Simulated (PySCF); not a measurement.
C8H10P2

```xyz
20

C    -0.2007    2.1206   -0.8722
C     0.7276    1.0966   -0.2687
P     2.4242    1.5060   -0.4263
C     3.2574    0.1930    0.3423
C     2.7115   -0.9253    0.9500
P     1.0388   -1.3540    1.1205
C     0.1760   -0.0461    0.3323
C    -1.3175   -0.1683    0.3409
C    -2.0484   -0.7465   -0.8465
C    -2.0316   -1.4812    0.4584
H    -0.8384    2.5824   -0.1006
H    -0.8768    1.6570   -1.6068
H     0.3575    2.9259   -1.3712
H     4.3514    0.2826    0.3371
H     3.4080   -1.6484    1.3938
H    -1.8193    0.6826    0.8161
H    -2.9723   -0.2604   -1.1703
H    -1.4369   -1.1481   -1.6593
H    -2.9455   -1.5070    1.0563
H    -1.4313   -2.3924    0.5231
```

Geometry: PBE0-D3(BJ)/def2-SVP.

Level of theory: PySCF, PBE0/pcSseg-1, SCF density, gas phase, non-relativistic.

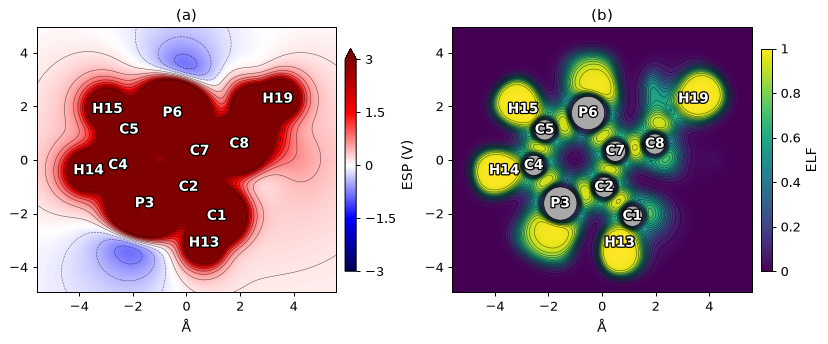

Figure 1. (a) molecular electrostatic potential; (b) electron localisation function on the plane of atoms P6, C5 and H15. Grey discs cover the atomic cores in the ELF map.

Q: Read the bonding off the picture.

A: The plane passes through C, P and H nuclei.
C–C (1.38 Å): the ELF peaks at about 0.95 between the atoms (a covalent bond).
C–P (1.73 Å): the ELF peaks at about 0.95 between the atoms: a covalent bond.
C–H (1.10 Å): the ELF climbs to about 1 towards the hydrogen, as it does in any bond to H: a covalent bond by its length.
C–C (1.51 Å): the ELF peaks at about 0.95 between the atoms; a covalent bond.
The ELF also peaks beside P3 and P6, away from the bonds: lone-pair regions.
Outside the dense part of the molecule the potential is most negative (−0.8 V) near P3.

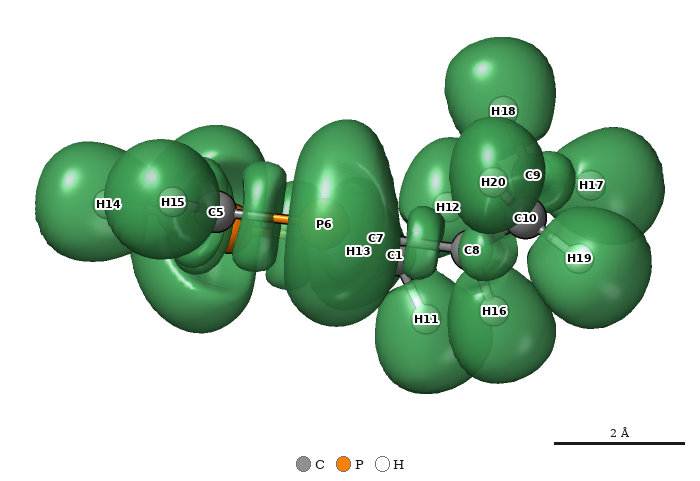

Figure 2. Isosurface of the electron localisation function at 0.75 (green), seen from one side. Core shells and regions of very low density are left out.

Q: Where are the electrons localised?

A: The surface consists of seven regions between bonded C–C atoms (shared pairs), four regions between bonded C–P atoms (shared pairs), ten regions around hydrogen nuclei and two lobes on P, pointing away from the bonds (lone pairs).

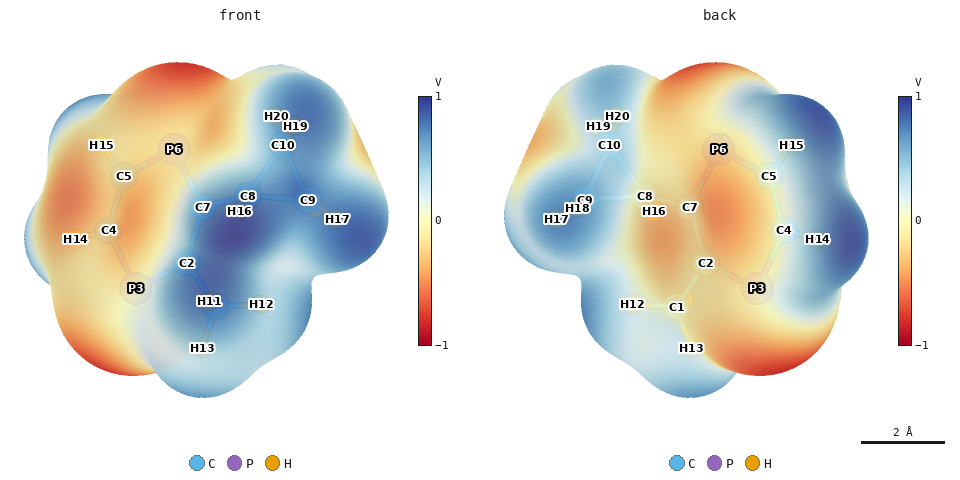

Figure 3. The molecular electrostatic potential painted on the density surface at 0.002 e/bohr³, seen from the front and from behind; the colour scale runs from red (negative) to blue (positive).

Q: Where is the surface potential most negative and most positive?

A: The most negative region (about −0.8 V) lies over P3 and P6, the most positive (about +0.9 V) over H14, H15, H16 and H17.

Q: What dipole moment does the calculation give?

A: Its dipole moment is 1.20 D.
